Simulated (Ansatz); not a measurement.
CaClF (space group P4/nmm)

```
CELL_PARAMETERS angstrom
      3.86667     0.00000     0.00000
      0.00000     3.86667     0.00000
      0.00000     0.00000     6.87431
ATOMIC_POSITIONS crystal
  Ca 0.00000 0.50000 0.80682
  Ca 0.50000 0.00000 0.19318
  Cl 0.50000 0.00000 0.64659
  Cl 0.00000 0.50000 0.35341
  F  0.50000 0.50000 0.00000
  F  0.00000 0.00000 0.00000
```

E(V) scan at fixed shape, V₀ the volume above. The atoms relax within the cell's symmetry.

The numbers are results of r2SCAN (plane waves to 500 eV, PAW, scalar-relativistic; Ansatz, a first-principles code), not measurements. k mesh 9×9×5 (Γ-centred), Fermi-Dirac smearing 0.05 eV. E stands for the smeared free energy. With the shape held, the modulus is that of even scaling; a crystal free to change shape is softer. CaClF was relaxed with its symmetry unable to fall. ΔE is measured from the relaxed starting cell.

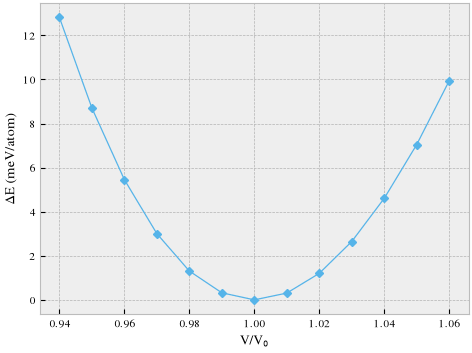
Fig. 1. ΔE (meV/atom) against V/V₀; markers are the computed points, lines only join them.

**Question.** What bulk modulus at fixed cell shape B₀ follows from a third-order Birch-Murnaghan fit?

**Answer.** About 58 GPa.

**Question.** What is ΔE at V/V₀ = 1.060?

**Answer.** About 9.9 meV/atom.

**Question.** What is ΔE at V/V₀ = 0.940?

**Answer.** About 13 meV/atom.

(A scan under strain: stresses follow from slopes of the energy per volume, elastic moduli from its curvatures.)
